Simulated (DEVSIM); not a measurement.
Device: Co/SiO2/n-InP capacitor, at 300 K.

| layer (left to right) | material | thickness (nm) | Nd (cm⁻³) |
|---|---|---|---|
| 1 | SiO2 | 41.0 | - |
| 2 | InP | 2600 | 5.6e16 |

Metal gate on the left, work function 5 eV. Fixed charge at the semiconductor interface -4.8e10 cm⁻² (in units of +e); no interface traps.

The device is made up for the run: typed textbook-type constants, with dimensions and the other settings drawn at random. Values at 300 K.

```
parameter      SiO2     InP
-------------  ----  ------
gap (eV)          9   1.344
affinity (eV)   0.9    4.38
permittivity    3.9    12.5
Nc (cm⁻³)         -  5.7e17
Nv (cm⁻³)         -  1.1e19
```

Model (solved in DEVSIM): 1D Poisson equation in equilibrium, Boltzmann statistics, complete ionisation; no quantum confinement or tunnelling. Metal contacts follow the ideal Schottky-Mott rule: no Fermi-level pinning, no interface dipoles.

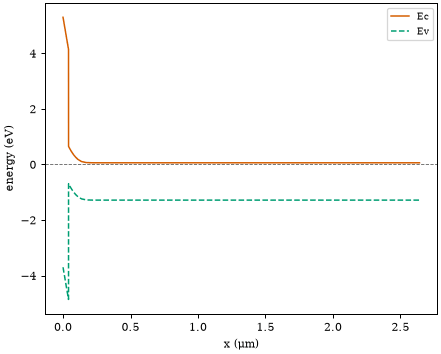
*Band edges at -1.2 V on the gate*

Energies count from the Fermi level of the right contact; mesh points crowd at the junctions.

```json
[
 {"x (μm)": "0.000", "Ec (eV)": "5.300", "Ev (eV)": "-3.700", "n (cm⁻³)": "< 1e2", "p (cm⁻³)": "< 1e2", "field (V/cm)": "-280000"},
 {"x (μm)": "0.001595", "Ec (eV)": "5.255", "Ev (eV)": "-3.745", "n (cm⁻³)": "< 1e2", "p (cm⁻³)": "< 1e2", "field (V/cm)": "-280000"},
 {"x (μm)": "0.005256", "Ec (eV)": "5.150", "Ev (eV)": "-3.850", "n (cm⁻³)": "< 1e2", "p (cm⁻³)": "< 1e2", "field (V/cm)": "-280000"},
 {"x (μm)": "0.01366", "Ec (eV)": "4.911", "Ev (eV)": "-4.089", "n (cm⁻³)": "< 1e2", "p (cm⁻³)": "< 1e2", "field (V/cm)": "-280000"},
 {"x (μm)": "0.03147", "Ec (eV)": "4.403", "Ev (eV)": "-4.597", "n (cm⁻³)": "< 1e2", "p (cm⁻³)": "< 1e2", "field (V/cm)": "-280000"},
 {"x (μm)": "0.03754", "Ec (eV)": "4.230", "Ev (eV)": "-4.770", "n (cm⁻³)": "< 1e2", "p (cm⁻³)": "< 1e2", "field (V/cm)": "-280000"},
 {"x (μm)": "0.04019", "Ec (eV)": "4.155", "Ev (eV)": "-4.845", "n (cm⁻³)": "< 1e2", "p (cm⁻³)": "< 1e2", "field (V/cm)": "-280000"},
 {"x (μm)": "0.04205", "Ec (eV)": "0.642", "Ev (eV)": "-0.702", "n (cm⁻³)": "9300000", "p (cm⁻³)": "1.8e7", "field (V/cm)": "-95000"},
 {"x (μm)": "0.04517", "Ec (eV)": "0.613", "Ev (eV)": "-0.731", "n (cm⁻³)": "2.9e7", "p (cm⁻³)": "5800000", "field (V/cm)": "-92000"},
 {"x (μm)": "0.05227", "Ec (eV)": "0.549", "Ev (eV)": "-0.795", "n (cm⁻³)": "3.4e8", "p (cm⁻³)": "490000", "field (V/cm)": "-87000"},
 {"x (μm)": "0.06983", "Ec (eV)": "0.410", "Ev (eV)": "-0.934", "n (cm⁻³)": "7.5e10", "p (cm⁻³)": "2200", "field (V/cm)": "-72000"},
 {"x (μm)": "0.1380", "Ec (eV)": "0.103", "Ev (eV)": "-1.241", "n (cm⁻³)": "1.1e16", "p (cm⁻³)": "< 1e2", "field (V/cm)": "-19000"},
 {"x (μm)": "0.2766", "Ec (eV)": "0.060", "Ev (eV)": "-1.284", "n (cm⁻³)": "5.6e16", "p (cm⁻³)": "< 1e2", "field (V/cm)": "-14"},
 {"x (μm)": "0.6110", "Ec (eV)": "0.060", "Ev (eV)": "-1.284", "n (cm⁻³)": "5.6e16", "p (cm⁻³)": "< 1e2", "field (V/cm)": "≈ 0"},
 {"x (μm)": "1.683", "Ec (eV)": "0.060", "Ev (eV)": "-1.284", "n (cm⁻³)": "5.6e16", "p (cm⁻³)": "< 1e2", "field (V/cm)": "≈ 0"},
 {"x (μm)": "2.244", "Ec (eV)": "0.060", "Ev (eV)": "-1.284", "n (cm⁻³)": "5.6e16", "p (cm⁻³)": "< 1e2", "field (V/cm)": "≈ 0"},
 {"x (μm)": "2.477", "Ec (eV)": "0.060", "Ev (eV)": "-1.284", "n (cm⁻³)": "5.6e16", "p (cm⁻³)": "< 1e2", "field (V/cm)": "≈ 0"},
 {"x (μm)": "2.574", "Ec (eV)": "0.060", "Ev (eV)": "-1.284", "n (cm⁻³)": "5.6e16", "p (cm⁻³)": "< 1e2", "field (V/cm)": "≈ 0"},
 {"x (μm)": "2.621", "Ec (eV)": "0.060", "Ev (eV)": "-1.284", "n (cm⁻³)": "5.6e16", "p (cm⁻³)": "< 1e2", "field (V/cm)": "≈ 0"},
 {"x (μm)": "2.634", "Ec (eV)": "0.060", "Ev (eV)": "-1.284", "n (cm⁻³)": "5.6e16", "p (cm⁻³)": "< 1e2", "field (V/cm)": "≈ 0"},
 {"x (μm)": "2.638", "Ec (eV)": "0.060", "Ev (eV)": "-1.284", "n (cm⁻³)": "5.6e16", "p (cm⁻³)": "< 1e2", "field (V/cm)": "≈ 0"},
 {"x (μm)": "2.641", "Ec (eV)": "0.060", "Ev (eV)": "-1.284", "n (cm⁻³)": "5.6e16", "p (cm⁻³)": "< 1e2", "field (V/cm)": "≈ 0"}
]
```
